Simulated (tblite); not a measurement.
# Geometry relaxation, with input and output: C5H9NOSi (part 4 of 4)

C5H9NOSi; GFN2-xTB geometry optimisation, gas phase (tblite 0.8.0). 

Geometry of the input (Å):
```
C  -2.4174  2.2547  -0.7695
C  -2.1896  1.1852  -0.2898
Si -1.8377  -0.4607  0.4541
C  -0.5988  -1.4063  -0.5623
N  0.7380  -1.1315  -0.0335
C  1.2923  0.1704  -0.0133
C  2.6611  0.4280  0.5140
O  0.6340  1.1752  -0.4409
H  -2.6198  3.2074  -1.2113
H  -1.4355  -0.2598  1.8315
H  -3.0846  -1.2841  0.4080
H  -0.8380  -2.4822  -0.6070
H  -0.6673  -1.0144  -1.5960
H  1.3472  -1.9077  0.3290
H  2.5666  0.9206  1.5298
H  3.2018  1.1193  -0.1312
H  3.2406  -0.5020  0.5786
```

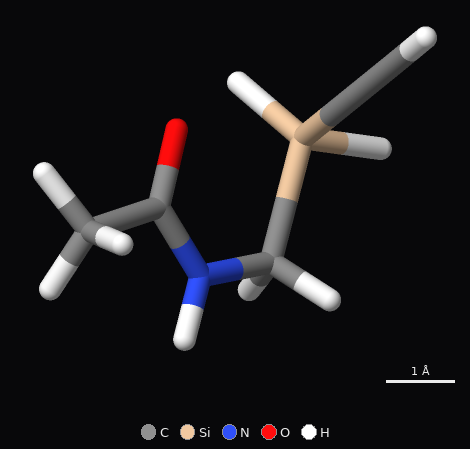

Fig. 1: The geometry at step 117 of the log (stick view, seen at a tilt).

## Trajectory as extended XYZ, continued
```
17
Properties=species:S:1:pos:R:3:forces:R:3 step=100 energy=-651.54934
C    -2.2900    2.3023   -1.0000   -0.0100   0.0560  -0.0550
C    -2.1012    1.2870   -0.3879    0.0330  -0.1160   0.0240
Si   -1.8103   -0.3036    0.5095    0.0350  -0.0790   0.0580
C    -0.5519   -1.4141   -0.4411    0.0140  -0.0020   0.0290
N     0.8267   -1.0146   -0.2855   -0.0290   0.0400  -0.0410
C     1.1531    0.0822    0.4017   -0.0180  -0.0680   0.0180
C     2.6263    0.4101    0.4727   -0.0350   0.0140  -0.0360
O     0.2998    0.7718    0.9415    0.0040  -0.0010   0.0020
H    -2.4537    3.1915   -1.5379   -0.0070   0.0280   0.0160
H    -1.6954   -0.3094    1.9642    0.0260   0.0280  -0.0290
H    -3.0427   -1.1020    0.2319   -0.0040   0.0930  -0.0160
H    -0.6567   -2.4401   -0.0809    0.0140  -0.0170  -0.0220
H    -0.8087   -1.4174   -1.5044    0.0430  -0.0020   0.0180
H     1.5415   -1.5555   -0.7495   -0.0190   0.0130   0.0170
H     2.8306    0.9596    1.3858   -0.0160   0.0260   0.0430
H     2.8845    1.0506   -0.3694    0.0020  -0.0150  -0.0140
H     3.2412   -0.4861    0.4394   -0.0310   0.0020  -0.0140
17
Properties=species:S:1:pos:R:3:forces:R:3 step=103 energy=-651.55401
C    -2.2412    2.3213   -0.9798    0.0230  -0.1020   0.0240
C    -2.0642    1.2810   -0.4035    0.0300   0.0760  -0.0180
Si   -1.8045   -0.3126    0.5022   -0.0410   0.0140  -0.0270
C    -0.5478   -1.4411   -0.4209    0.0070  -0.0500   0.0000
N     0.8248   -1.0222   -0.2863    0.0110   0.0850  -0.0130
C     1.1405    0.0688    0.4133    0.0660  -0.0190  -0.0090
C     2.6048    0.4376    0.4513    0.0210  -0.0220   0.0140
O     0.2855    0.7269    0.9872   -0.0890   0.0400   0.0330
H    -2.3935    3.2257   -1.4966   -0.0030  -0.0030   0.0200
H    -1.7456   -0.3372    1.9568    0.0520   0.0330   0.0320
H    -3.0475   -1.0690    0.1770   -0.0460   0.0200  -0.0190
H    -0.6422   -2.4545   -0.0258    0.0070  -0.0520  -0.0100
H    -0.8051   -1.4854   -1.4825    0.0180   0.0120   0.0150
H     1.5406   -1.5422   -0.7703    0.0060   0.0010  -0.0020
H     2.8203    1.0095    1.3516   -0.0680  -0.0070  -0.0610
H     2.8389    1.0578   -0.4145   -0.0190  -0.0350   0.0460
H     3.2292   -0.4522    0.4309    0.0240   0.0090  -0.0250
17
Properties=species:S:1:pos:R:3:forces:R:3 step=105 energy=-651.55649
C    -2.2135    2.3272   -0.9713   -0.0010  -0.0160  -0.0170
C    -2.0371    1.2833   -0.4030    0.0250  -0.0070   0.0280
Si   -1.8025   -0.3176    0.4995   -0.0290   0.0550  -0.0390
C    -0.5454   -1.4576   -0.4088   -0.0110   0.0020   0.0010
N     0.8217   -1.0198   -0.2880    0.0120  -0.0040  -0.0100
C     1.1334    0.0633    0.4229   -0.0340   0.0680  -0.0520
C     2.5927    0.4460    0.4433    0.0150  -0.0180   0.0320
O     0.2734    0.7137    1.0015    0.0230  -0.0320   0.0400
H    -2.3687    3.2365   -1.4797    0.0130  -0.0180   0.0210
H    -1.7570   -0.3561    1.9545    0.0370   0.0280   0.0260
H    -3.0528   -1.0449    0.1455   -0.0610  -0.0150  -0.0050
H    -0.6285   -2.4672   -0.0028    0.0030  -0.0540   0.0120
H    -0.8049   -1.5159   -1.4675    0.0000   0.0040  -0.0300
H     1.5368   -1.5316   -0.7817    0.0280   0.0040   0.0110
H     2.8091    1.0330    1.3317   -0.0430   0.0090  -0.0130
H     2.8092    1.0562   -0.4323   -0.0020  -0.0050   0.0050
H     3.2271   -0.4364    0.4261    0.0250  -0.0020  -0.0110
17
Properties=species:S:1:pos:R:3:forces:R:3 step=108 energy=-651.55829
C    -2.1923    2.3217   -0.9695    0.0020  -0.0050  -0.0030
C    -2.0228    1.2766   -0.4015   -0.0090   0.0340   0.0030
Si   -1.8134   -0.3249    0.5005    0.0080  -0.0260  -0.0080
C    -0.5483   -1.4627   -0.4047    0.0090  -0.0060   0.0000
N     0.8177   -1.0136   -0.2929   -0.0210   0.0150   0.0180
C     1.1289    0.0662    0.4250   -0.0320   0.0070   0.0020
C     2.5885    0.4510    0.4404   -0.0190   0.0010  -0.0310
O     0.2709    0.7055    1.0189    0.0550  -0.0410  -0.0010
H    -2.3380    3.2364   -1.4701    0.0140  -0.0100   0.0030
H    -1.7669   -0.3535    1.9576    0.0130   0.0120  -0.0210
H    -3.0663   -1.0469    0.1335   -0.0130   0.0070   0.0220
H    -0.6208   -2.4735    0.0050    0.0020   0.0010  -0.0080
H    -0.8089   -1.5249   -1.4636   -0.0080  -0.0080  -0.0040
H     1.5339   -1.5212   -0.7896    0.0150   0.0100   0.0080
H     2.8058    1.0484    1.3202   -0.0330   0.0000   0.0260
H     2.7971    1.0551   -0.4406    0.0110   0.0190  -0.0250
H     3.2279   -0.4276    0.4214    0.0070  -0.0070   0.0180
17
Properties=species:S:1:pos:R:3:forces:R:3 step=111 energy=-651.55942
C    -2.1523    2.3190   -0.9638    0.0210  -0.0270   0.0260
C    -2.0028    1.2693   -0.3985   -0.0170   0.0360   0.0050
Si   -1.8254   -0.3385    0.4997   -0.0060  -0.0100  -0.0010
C    -0.5505   -1.4727   -0.3949   -0.0010  -0.0120  -0.0200
N     0.8099   -1.0037   -0.3007    0.0080  -0.0170   0.0180
C     1.1207    0.0676    0.4298    0.0210  -0.0150  -0.0030
C     2.5772    0.4667    0.4257   -0.0050   0.0020  -0.0040
O     0.2686    0.6859    1.0514   -0.0050  -0.0080   0.0040
H    -2.2729    3.2413   -1.4557    0.0020   0.0080  -0.0190
H    -1.7922   -0.3755    1.9570    0.0140   0.0160  -0.0230
H    -3.0849   -1.0421    0.1156    0.0230   0.0050   0.0210
H    -0.6088   -2.4800    0.0269    0.0060   0.0120  -0.0140
H    -0.8159   -1.5488   -1.4517   -0.0140  -0.0230  -0.0040
H     1.5299   -1.5040   -0.8008   -0.0190   0.0220   0.0010
H     2.7916    1.0761    1.2993   -0.0180  -0.0060  -0.0170
H     2.7771    1.0593   -0.4663   -0.0040   0.0000   0.0160
H     3.2236   -0.4080    0.4172   -0.0030   0.0170   0.0130
17
Properties=species:S:1:pos:R:3:forces:R:3 step=114 energy=-651.56006
C    -2.1282    2.3253   -0.9533    0.0090   0.0470  -0.0180
C    -1.9923    1.2728   -0.3912   -0.0040  -0.0560   0.0320
Si   -1.8294   -0.3450    0.4942    0.0150   0.0280  -0.0030
C    -0.5500   -1.4844   -0.3892   -0.0130   0.0150   0.0050
N     0.8081   -1.0087   -0.2974    0.0200  -0.0130  -0.0120
C     1.1167    0.0633    0.4331   -0.0110   0.0090  -0.0220
C     2.5685    0.4764    0.4160   -0.0020   0.0040  -0.0020
O     0.2648    0.6739    1.0629    0.0010  -0.0210   0.0020
H    -2.2382    3.2508   -1.4425    0.0030  -0.0070  -0.0050
H    -1.8102   -0.3825    1.9507    0.0200   0.0110  -0.0010
H    -3.0878   -1.0390    0.0986   -0.0010  -0.0110   0.0050
H    -0.6030   -2.4872    0.0419   -0.0080  -0.0140   0.0040
H    -0.8176   -1.5731   -1.4439    0.0060  -0.0120  -0.0210
H     1.5292   -1.4989   -0.8058   -0.0240   0.0140  -0.0010
H     2.7771    1.0965    1.2822    0.0040   0.0130   0.0130
H     2.7613    1.0629   -0.4817   -0.0180  -0.0120   0.0150
H     3.2240   -0.3911    0.4156    0.0040   0.0050   0.0100
17
Properties=species:S:1:pos:R:3:forces:R:3 step=117 energy=-651.56072
C    -2.1012    2.3229   -0.9513    0.0000  -0.0030   0.0100
C    -1.9746    1.2715   -0.3839   -0.0260   0.0280  -0.0260
Si   -1.8291   -0.3477    0.4981    0.0170  -0.0050   0.0120
C    -0.5531   -1.4894   -0.3874    0.0240  -0.0170  -0.0020
N     0.8061   -1.0131   -0.2989   -0.0180   0.0430   0.0040
C     1.1125    0.0576    0.4351   -0.0270  -0.0090   0.0220
C     2.5596    0.4850    0.4113   -0.0090  -0.0020   0.0020
O     0.2621    0.6540    1.0813    0.0180  -0.0290  -0.0340
H    -2.2105    3.2469   -1.4434    0.0150  -0.0020  -0.0040
H    -1.8179   -0.3825    1.9542    0.0140  -0.0020   0.0040
H    -3.0904   -1.0338    0.0953    0.0060  -0.0060   0.0060
H    -0.6044   -2.4917    0.0457   -0.0080  -0.0060   0.0080
H    -0.8211   -1.5826   -1.4420    0.0020   0.0020  -0.0070
H     1.5252   -1.4896   -0.8219   -0.0180  -0.0010  -0.0110
H     2.7621    1.1140    1.2726    0.0080   0.0130   0.0080
H     2.7431    1.0655   -0.4916   -0.0060  -0.0010   0.0020
H     3.2245   -0.3750    0.4169    0.0060  -0.0030   0.0070
17
Properties=species:S:1:pos:R:3:forces:R:3 step=120 energy=-651.56146
C    -2.0775    2.3114   -0.9611   -0.0100  -0.0490   0.0270
C    -1.9674    1.2669   -0.3764   -0.0190   0.0640  -0.0430
Si   -1.8264   -0.3501    0.5131   -0.0140   0.0060  -0.0050
C    -0.5574   -1.4852   -0.3911   -0.0150  -0.0130  -0.0030
N     0.7990   -1.0020   -0.3098   -0.0020  -0.0070  -0.0170
C     1.1080    0.0546    0.4416    0.0020   0.0060  -0.0040
C     2.5534    0.4882    0.4122   -0.0080   0.0070   0.0270
O     0.2605    0.6372    1.1034    0.0090  -0.0070  -0.0130
H    -2.1814    3.2271   -1.4705    0.0220  -0.0120   0.0130
H    -1.8087   -0.3950    1.9688    0.0050  -0.0020   0.0020
H    -3.0943   -1.0297    0.1147    0.0250   0.0020   0.0080
H    -0.6033   -2.4903    0.0366    0.0030   0.0010  -0.0020
H    -0.8344   -1.5714   -1.4446    0.0100   0.0000   0.0160
H     1.5148   -1.4678   -0.8470   -0.0120   0.0030  -0.0050
H     2.7544    1.1207    1.2720    0.0070   0.0080  -0.0090
H     2.7312    1.0667   -0.4935    0.0010  -0.0150   0.0160
H     3.2224   -0.3693    0.4219   -0.0050   0.0110  -0.0070
17
Properties=species:S:1:pos:R:3:forces:R:3 step=123 energy=-651.56189
C    -2.0586    2.3094   -0.9577   -0.0030   0.0020  -0.0120
C    -1.9669    1.2638   -0.3733    0.0050  -0.0230   0.0060
Si   -1.8321   -0.3554    0.5151    0.0000   0.0120   0.0000
C    -0.5600   -1.4889   -0.3892   -0.0060   0.0090   0.0090
N     0.7939   -0.9962   -0.3151    0.0020  -0.0140  -0.0110
C     1.1039    0.0543    0.4448   -0.0030   0.0120  -0.0080
C     2.5473    0.4945    0.4098    0.0010   0.0040  -0.0040
O     0.2577    0.6272    1.1165    0.0040   0.0020  -0.0090
H    -2.1420    3.2248   -1.4707    0.0050   0.0040   0.0110
H    -1.8170   -0.3995    1.9712    0.0030  -0.0030  -0.0060
H    -3.0978   -1.0346    0.1142    0.0090  -0.0030   0.0010
H    -0.5973   -2.4936    0.0407   -0.0010   0.0080   0.0060
H    -0.8393   -1.5800   -1.4411    0.0040   0.0020   0.0040
H     1.5085   -1.4558   -0.8588   -0.0030   0.0000  -0.0100
H     2.7501    1.1351    1.2628   -0.0030  -0.0010   0.0070
H     2.7224    1.0665   -0.5005   -0.0110  -0.0090   0.0060
H     3.2202   -0.3596    0.4213   -0.0040   0.0010   0.0090
17
Properties=species:S:1:pos:R:3:forces:R:3 step=125 energy=-651.56204
C    -2.0413    2.3102   -0.9532    0.0020  -0.0070  -0.0060
C    -1.9581    1.2624   -0.3714   -0.0010  -0.0020  -0.0050
Si   -1.8348   -0.3583    0.5143    0.0080  -0.0050   0.0050
C    -0.5613   -1.4936   -0.3848    0.0110  -0.0020  -0.0030
N     0.7912   -0.9959   -0.3170    0.0050  -0.0010   0.0010
C     1.1005    0.0531    0.4456   -0.0010  -0.0030   0.0020
C     2.5412    0.5013    0.4056   -0.0020   0.0000  -0.0070
O     0.2553    0.6182    1.1249   -0.0060   0.0070  -0.0050
H    -2.1153    3.2278   -1.4634    0.0020   0.0070   0.0080
H    -1.8269   -0.4061    1.9700    0.0050   0.0000   0.0020
H    -3.0991   -1.0342    0.1064   -0.0020  -0.0040  -0.0030
H    -0.5942   -2.4962    0.0509   -0.0030   0.0120   0.0080
H    -0.8396   -1.5926   -1.4361   -0.0100   0.0030   0.0010
H     1.5042   -1.4509   -0.8666    0.0000   0.0020  -0.0080
H     2.7429    1.1490    1.2537   -0.0090  -0.0050   0.0000
H     2.7097    1.0667   -0.5097   -0.0010   0.0020  -0.0010
H     3.2187   -0.3489    0.4211    0.0000  -0.0040   0.0100
17
Properties=species:S:1:pos:R:3:forces:R:3 step=128 energy=-651.56214
C    -2.0277    2.3102   -0.9514    0.0030  -0.0050   0.0020
C    -1.9514    1.2607   -0.3716   -0.0040   0.0030  -0.0060
Si   -1.8360   -0.3610    0.5139    0.0010  -0.0020  -0.0010
C    -0.5610   -1.4967   -0.3819   -0.0050   0.0010  -0.0010
N     0.7894   -0.9942   -0.3191    0.0030  -0.0070  -0.0050
C     1.0976    0.0523    0.4470    0.0060  -0.0060  -0.0060
C     2.5362    0.5057    0.4020   -0.0010  -0.0030   0.0050
O     0.2528    0.6113    1.1316   -0.0090   0.0110   0.0040
H    -2.0952    3.2308   -1.4573    0.0010  -0.0010   0.0060
H    -1.8329   -0.4124    1.9693    0.0050   0.0030   0.0050
H    -3.1004   -1.0342    0.1010    0.0000  -0.0010  -0.0030
H    -0.5904   -2.4959    0.0609   -0.0030  -0.0030   0.0030
H    -0.8413   -1.6021   -1.4319   -0.0070  -0.0020   0.0010
H     1.5006   -1.4449   -0.8742    0.0080   0.0050  -0.0050
H     2.7366    1.1581    1.2466   -0.0060   0.0030  -0.0010
H     2.6993    1.0663   -0.5170    0.0100   0.0040  -0.0010
H     3.2169   -0.3419    0.4221   -0.0020  -0.0020   0.0030
17
Properties=species:S:1:pos:R:3:forces:R:3 step=131 energy=-651.56224
C    -2.0242    2.3092   -0.9506    0.0040   0.0150  -0.0030
C    -1.9534    1.2590   -0.3718    0.0020  -0.0210   0.0070
Si   -1.8368   -0.3626    0.5139   -0.0020   0.0010  -0.0020
C    -0.5611   -1.4976   -0.3819   -0.0060   0.0030   0.0070
N     0.7892   -0.9946   -0.3198   -0.0090   0.0030  -0.0040
C     1.0963    0.0528    0.4457    0.0040  -0.0010  -0.0080
C     2.5346    0.5065    0.4014    0.0040  -0.0020   0.0000
O     0.2510    0.6116    1.1300   -0.0050   0.0080   0.0040
H    -2.0867    3.2320   -1.4529   -0.0030   0.0030  -0.0020
H    -1.8323   -0.4096    1.9697    0.0000  -0.0020  -0.0040
H    -3.1000   -1.0382    0.0998    0.0050   0.0030   0.0040
H    -0.5902   -2.4956    0.0634   -0.0010  -0.0090  -0.0010
H    -0.8431   -1.6046   -1.4312    0.0000  -0.0030   0.0010
H     1.5009   -1.4412   -0.8773    0.0070  -0.0060  -0.0090
H     2.7332    1.1600    1.2454   -0.0020   0.0070   0.0060
H     2.7002    1.0659   -0.5179    0.0050   0.0010   0.0000
H     3.2153   -0.3411    0.4242   -0.0010  -0.0020   0.0030
17
Properties=species:S:1:pos:R:3:forces:R:3 step=134 energy=-651.56229
C    -2.0242    2.3089   -0.9502    0.0020   0.0040   0.0030
C    -1.9549    1.2584   -0.3715    0.0040   0.0030  -0.0040
Si   -1.8363   -0.3623    0.5144    0.0010  -0.0020   0.0000
C    -0.5619   -1.4976   -0.3819    0.0040  -0.0040  -0.0030
N     0.7887   -0.9946   -0.3208   -0.0010   0.0040   0.0010
C     1.0960    0.0537    0.4435   -0.0010   0.0010   0.0010
C     2.5349    0.5065    0.4021    0.0000   0.0010   0.0000
O     0.2506    0.6144    1.1264   -0.0020   0.0000  -0.0010
H    -2.0867    3.2315   -1.4528   -0.0030   0.0030  -0.0020
H    -1.8286   -0.4117    1.9700   -0.0030   0.0000   0.0010
H    -3.0991   -1.0373    0.1004   -0.0050  -0.0030   0.0060
H    -0.5915   -2.4962    0.0626    0.0050   0.0000   0.0000
H    -0.8443   -1.6047   -1.4312   -0.0010  -0.0010   0.0010
H     1.5010   -1.4416   -0.8776   -0.0010  -0.0060  -0.0050
H     2.7314    1.1601    1.2468   -0.0020   0.0010  -0.0010
H     2.7030    1.0661   -0.5167    0.0050  -0.0020   0.0020
H     3.2150   -0.3416    0.4266   -0.0010   0.0000   0.0030
```

## Summary

- outcome: converged
- total energy: −651.5623 eV
- hardware: 1 CPU thread, shared host
- wall time: 1.6 s
- peak memory: 0.18 GiB
